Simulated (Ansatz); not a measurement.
Crystal: GaSn4, coordinates from a relaxation with DFT PBE, scalar-relativistic, plane waves, PAW (Ansatz); the starting structure was generated, so it need not be a known form of this composition.

```xyz
10
Lattice="6.6567 0.0000 0.0000 0.0000 6.6567 0.0000 0.0000 0.0000 6.6567" Properties=species:S:1:pos:R:3 pbc="T T T"
Ga    0.0000    0.0000    0.0000
Sn    1.6642    1.6642    4.9925
Sn    4.9925    1.6642    1.6642
Sn    1.6642    4.9925    1.6642
Sn    1.6642    1.6642    1.6642
Ga    3.3283    3.3283    3.3283
Sn    4.9925    4.9925    1.6642
Sn    1.6642    4.9925    4.9925
Sn    4.9925    1.6642    4.9925
Sn    4.9925    4.9925    4.9925
```

Question: What does its first Brillouin zone look like, and which path through it is standard?

Answer: It has a body-centred cubic lattice (cI; extended symbol cI1). The zone is a rhombic dodecahedron in its combinatorial type: 12 faces (12 with 4 edges), 24 edges, 14 vertices. Path: Γ–H–N–Γ–P–H | P–N.

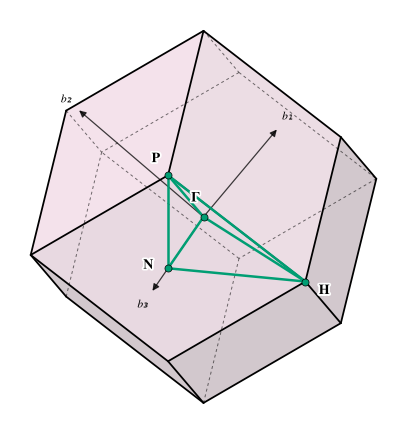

Labels and path follow the convention of Hinuma et al. (2017), as computed by seekpath; the arrows show the directions of the reciprocal primitive vectors b₁, b₂, b₃, in which coordinates are given; lengths include the factor 2π.

```csv
point,k₁,k₂,k₃,length of k (1/Å)
Γ,0,0,0,0.000
H,1/2,−1/2,1/2,0.944
P,1/4,1/4,1/4,0.817
N,0,0,1/2,0.667
```
